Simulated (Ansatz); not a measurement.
**A computed series for Sn: response to strain**

Base system: Sn in the diamond structure (space group Fd-3m, No. 227; a = 6.566 Å). Axes: x, y, z lie along the cube axes.

Strains are applied to the cell and any free atomic positions relax; under biaxial strain the out-of-plane vector relaxes too.

Computed with r2SCAN, PAW, 500 eV (Ansatz, a first-principles code; no SOC).

Notes on the quantities. energy relative to the base: free energy F.

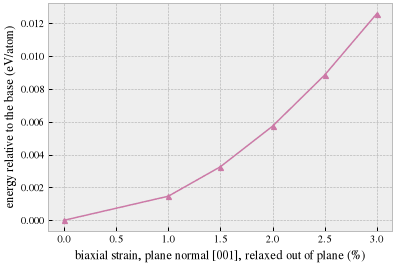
Energy relative to the base against biaxial strain, plane normal [001], relaxed out of plane

Q: From the plot, what is the energy relative to the base for biaxial strain +1.50 %, plane normal [001], relaxed out of plane?

A: About 0.003 eV/atom.

Q: Is the trend monotonic over the range shown?

A: Yes, it rises throughout, spanning 0 meV/atom to +13 meV/atom.

Whether these cells are dynamically stable was not tested.
